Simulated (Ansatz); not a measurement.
Fields on a plane of Ca (fcc, Cu type)

```xyz
1
Lattice="0.0000 2.7632 2.7632 2.7632 0.0000 2.7632 2.7632 2.7632 0.0000" Properties=species:S:1:pos:R:3 pbc="T T T"
Ca     0.0000     0.0000     0.0000
```

The slice is a {110} plane (indices of the conventional cell) through the point (0.000, 0.000, 0.000) (fractional), spanned by u = [100] and v = [1 -1 -1] in vectors of this cell: u (3.91 Å) and v (5.53 Å, at 90° to u). It covers one period; positions are fractions (u, v).

Atoms on it: Ca at (0.00, 0.00).

All values below come from PBE (plane waves to 420 eV, PAW, scalar-relativistic; Ansatz, a program for electronic structure). k mesh 15×15×15. Near the nuclei the fields are pseudised (PAW); where an atom keeps semicore shells as valence, they peak there. Ca was relaxed with its symmetry unable to fall. The PAW data are Ansatz's earlier set.

```
|xxxxxx999977330000002233332200000033779999xxxx|
|xxxxxx999966220000002233332200000022669999xxxx|
|9999999977440000001133444433110000004477999999|
|9999997755110000001133444433110000001155779999|
|7777664411000000112244555544221100000011446677|
|3333110000000000223355555555332200000000001133|
|0000000000000022334455666655443322000000000000|
|0000000000112233445555666655554433221100000000|
|1111111122334455555566666666555555443322111111|
|3333334444555555665555555555556655555544443333|
|5555666666666666665555555555556666666666666655|
|7777777777666666555555555555555566666677777777|
|7777777777776666555544444444555566667777777777|
|7777777777776666554444444444445566667777777777|
|7777777777776666554444333344445566667777777777|
|7777777777776666554444333344445566667777777777|
|7777777777776666554444333344445566667777777777|
|7777777777776666554444444444445566667777777777|
|7777777777776666555544444444555566667777777777|
|7777777777666666555555555555555566666677777777|
|5555666666666666665555555555556666666666666655|
|3333334444555555665555555555556655555544443333|
|1111111122334455555566666666555555443322111111|
|0000000000112233445555666655554433221100000000|
|0000000000000022334455666655443322000000000000|
|3333110000000000223355555555332200000000001133|
|7777664411000000112244555544221100000011446677|
|9999997755110000001133444433110000001155779999|
|9999999977440000001133444433110000004477999999|
|xxxxxx999966220000002233332200000022669999xxxx|
|xxxxxx999977330000002233332200000033779999xxxx|
|xxxxxx999988330000002233332200000033889999xxxx|
```
Scale: ten equal steps from 0.05 (start of '0') to 0.86 (end of '9'), in the order '0123456789'. Values: electron localisation function (ELF). The map has 23 points along u (two characters each, u = 0 at the left) and 32 along v (v = 0 in the bottom row). Points within 0.5 Å of a nucleus are blanked (x), as the pseudised field means little there.

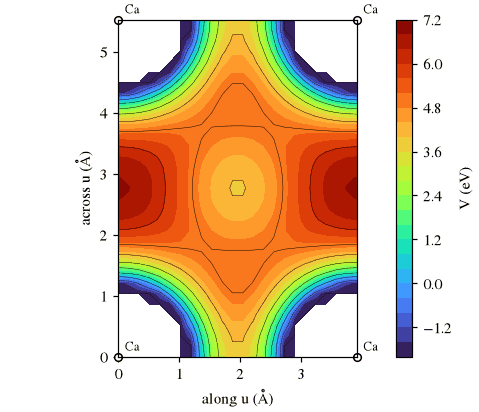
Figure: Electrostatic potential energy of an electron, from the cell's mean, in eV, one period of the plane, atoms marked. Points within 1 Å of a nucleus are left white, as the pseudised field means little there. Values under -2 eV are set to -2. The zero, the cell's mean, hangs on the PAW cores.

The density on the Ca–Ca line (3.91 Å) at its midpoint comes out as 0.05 e/Å³ and the ELF at that point comes out as 0.3.
